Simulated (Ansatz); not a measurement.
KBr (space group Fm-3m, No. 225). Coordinates: the geometry relaxed with DFT, PAW plane waves, lda in Ansatz 0.2.0.

Space group Fm-3m (No. 225). a = 6.372 Å, b = 6.372 Å, c = 6.372 Å, α = 90.00°, β = 90.00°, γ = 90.00°
```
atom  site  symmetry       x       y       z
   K    4a      m-3m  0.0000  0.0000  0.0000
  Br    4b      m-3m  0.5000  0.0000  0.0000
```

Describe how the polyhedra about K are linked (bonds: Br–K below 3.6 Å).

K: KBr6 octahedron, sharing corners with six neighbours and edges with twelve neighbours.

They form a three-dimensional framework of corner- and edge-sharing octahedra.

Centre to centre across a shared corner: 6.37 Å; across a shared edge: 4.51 Å.

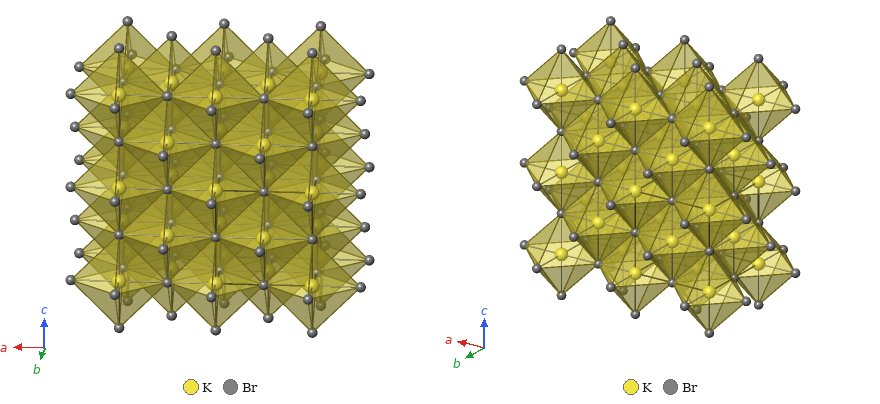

Polyhedra are drawn about K (bonds: Br–K below 3.6 Å); other atoms are plain spheres. Two views of the same piece.
